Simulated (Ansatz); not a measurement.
Electronic density of states of amorphous Si30N36C3, density 2.98 g/cm³, on a 2×2×2 Γ-centred mesh with a Gaussian width of 0.1 eV; energies count from the Fermi level, whose place inside the gap is arbitrary. Cell and mesh are small, so fine structure isn't converged. These are PBE, scalar-relativistic without spin-orbit coupling (plane waves to 420 eV, PAW; Ansatz, a quantum-chemistry and plane-wave program) values and carry that method's errors. Sampling: a 2×2×2 Γ-centred mesh; Fermi-Dirac width 0.02 eV; no spin polarisation. At PBE the levels at the filled edge of the gap are localised (band-tail or defect states), and the nearest spread-out levels lie 2.4 eV apart at the zone centre.

Preparation: random packing, a CHGNet melt and quench, and a DFT relaxation. N atoms were pushed apart under 1.9 Å during the dynamics, to hinder bonds among them. The hot cell started wider than the set density and was brought back towards it in steps. It is the lowest in DFT energy of 2 quenches. It is a model cell: composition and starting density were chosen by hand, and all elements were melted together. No dispersion term was used. Its density started from a set value of 2.98 and ended at 2.98 g/cm³. Cooling (nominally 450 K/ps over its main leg) ran many orders faster than in experiment, which tends to leave more defects and strain. One small periodic cell is one sample of the glass; other quenches scatter about these values. The volume was held where the preparation left it and the shape relaxed, at a PBE pressure of 3.6 GPa. Stress components on the final sampling reach 3.9 GPa. On a 2×2×2 Γ-centred mesh force components of up to 0.19 eV/Å stay, since the relaxation ran on the zone centre alone.

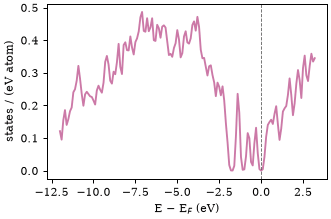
Figure. Density of states per atom

The level gap on this mesh is 0.54 eV; the broadening fills part of it in the curve.
